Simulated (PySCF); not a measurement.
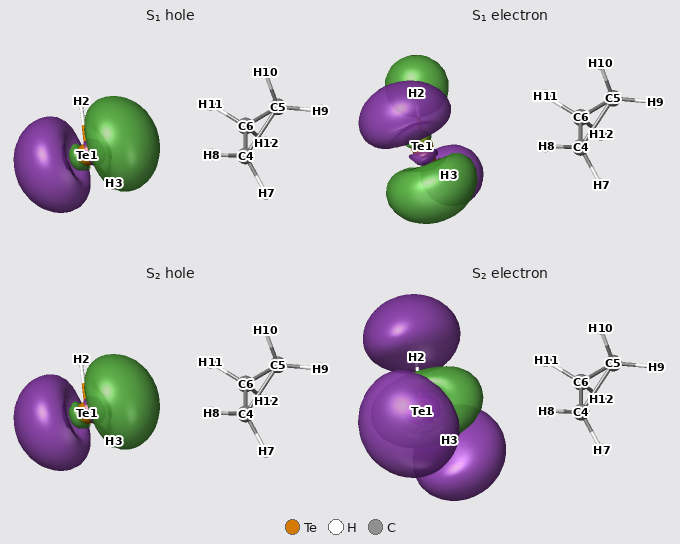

Figure. C₃H₈Te, SMILES `[TeH2].C1CC1`. Leading natural transition orbitals (TDA singlet states).

Method: PBE/def2-SVP; geometry: GFN2-xTB; program: PySCF. Core potentials replace the inner electrons of Te; spin–orbit coupling isn't included. The pair's geometry is semi-empirical, so its contact may be too short or too long. GFN2-xTB bond lengths at metals and heavier atoms can be off by up to 0.1 Å and shapes distorted, which carries into these values. Without diffuse functions Rydberg states are missing, so the states' numbers hold for this basis only.

> Describe these excited states.

By state:
- S₁: 4.17 eV (297 nm), f = 0.000 (very weak); the leading pair carries 100 %; hole on Te1 (90 %), electron on Te1 (67 %) and H2 and H3 (16 % each); their centroids lie 0.2 Å apart.
- S₂: 5.45 eV (228 nm), f = 0.002; the leading pair carries 100 %; hole on Te1 (89 %), electron on Te1 (54 %) and H2 and H3 (22 % each); their centroids lie 0.5 Å apart; S₃ and S₄ lie within 0.1 eV of it.
